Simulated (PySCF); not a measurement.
C7H6O, SMILES `O=C1C=CC=CC=C1`.

Computed with PySCF, ωB97X/def2-SVP, geometry: GFN2-xTB. No frequency check shows the geometry to be a minimum.

Input script:

```python
import numpy as np
from pyscf import gto, scf, dft
from pyscf.scf import atom_ks, atom_hf
from scipy.linalg import block_diag

def solve(mol, dm0=None, hcore=None):
    mf = (dft.UKS if mol.spin else dft.RKS)(mol, xc='wb97x')
    mf.grids.level = 3
    mf = mf.density_fit(auxbasis='def2-universal-jkfit')
    mf.conv_tol, mf.max_cycle = 1e-8, 80
    if hcore is not None:
        mf.get_hcore = lambda *args: hcore
    mf.kernel(dm0)
    if not mf.converged:
        mf = mf.newton().run(mf.mo_coeff, mf.mo_occ, max_cycle=30)
    assert mf.converged, 'SCF not converged'
    return mf

mol = gto.M(atom='''
O      2.54499    -0.00005     0.00000
C      1.31947     0.00001     0.00000
C      0.60503     1.27440     0.00000
C     -0.71555     1.55811     0.00000
C     -1.83180     0.67839     0.00000
C     -1.83187    -0.67826     0.00000
C     -0.71570    -1.55809     0.00000
C      0.60490    -1.27450     0.00000
H      1.29414     2.11167     0.00000
H     -0.97939     2.61000     0.00000
H     -2.79785     1.16803     0.00000
H     -2.79796    -1.16781     0.00000
H     -0.97964    -2.60995     0.00000
H      1.29394    -2.11184     0.00000
''', basis='def2-svp', charge=0, spin=0, verbose=4)
mf = solve(mol)
mf.analyze()
# spherically averaged free atoms, for the promolecule
atm = atom_ks.get_atm_nrks(mol, xc='wb97x')
pro = block_diag(*[(atm[a[0]][2] * atm[a[0]][3]) @ atm[a[0]][2].T for a in mol._atom])
np.savez('result.npz', e=mf.e_tot, c=mf.mo_coeff, occ=mf.mo_occ, eps=mf.mo_energy, pro=pro, dip=mf.dip_moment(verbose=0), s2=mf.spin_square()[0])
```

Run with:

```sh
OMP_NUM_THREADS=1 python input.py
```

The run took 14 s on 1 thread of Intel(R) Xeon(R) 6975P-C (Granite Rapids) (shared host), peak memory 0.61 GiB.

Partitions, critical points and surface values were worked out afterwards from this run's density.

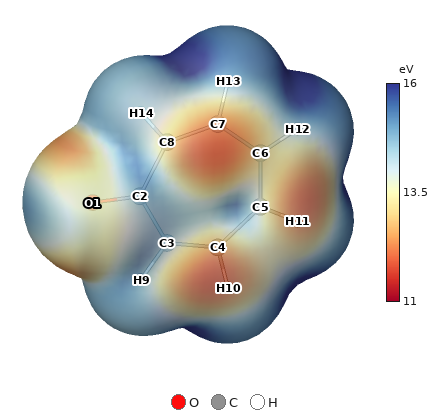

Average local ionisation energy on the surface of electron density 0.001 a.u.

Locate the minima of the map.

The lowest value is 11.9 eV, off the molecular plane, over C8 (2.1 Å), and at like points elsewhere. Further minima include 12.0 eV, off the C5–C6 bond (2.1 to 2.2 Å from its atoms), and at like points elsewhere. For comparison, the highest occupied orbital lies at −8.9 eV.
